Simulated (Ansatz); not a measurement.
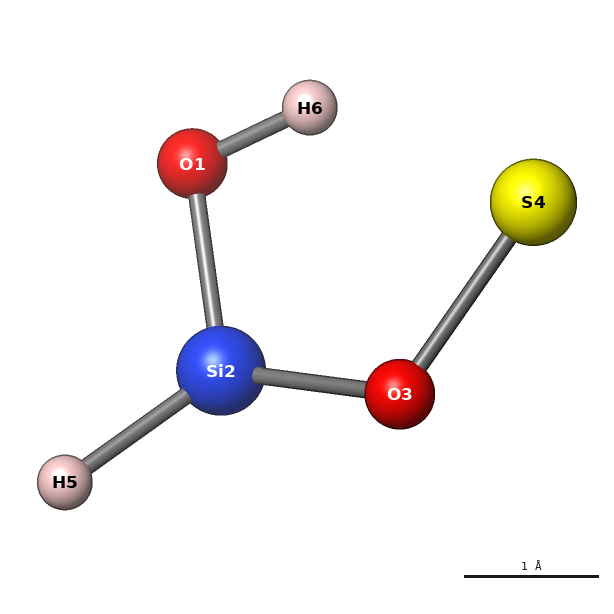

Computed geometry: PBE-D4/def2-SVP optimisation. No frequency run is at hand to confirm it as a minimum.

Find the hydrogen bonds (donors O, N, F, S or Cl) and give their geometry.

```tsv
D–H···A	D–H (Å)	H···A (Å)	angle (°)	kind
O1–H6···S4	1.04	2.13	135	intramolecular
```
